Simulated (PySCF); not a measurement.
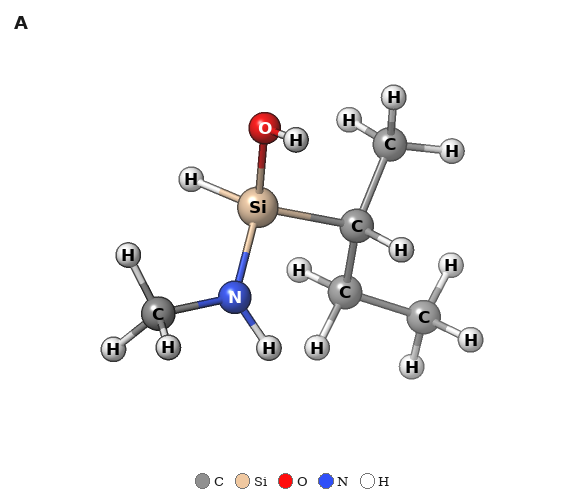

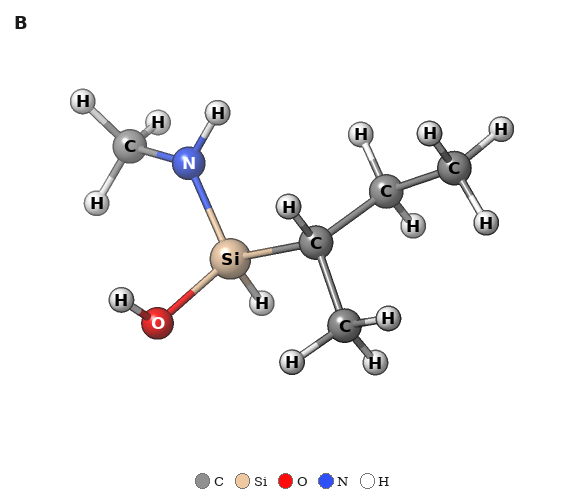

Distant atoms are faded towards the background colour. The geometry was computed by an optimisation with PBE0-D3(BJ)/def2-SVP. No frequency run is at hand to confirm it as a minimum.

### Can A be turned into B by a rotation alone?

No. They are enantiomers, mirror images that no rotation superimposes: A is CC[C@@H](C)[Si@H](O)NC (R, S), B is CC[C@H](C)[Si@@H](O)NC (R, S). Their energies are equal.
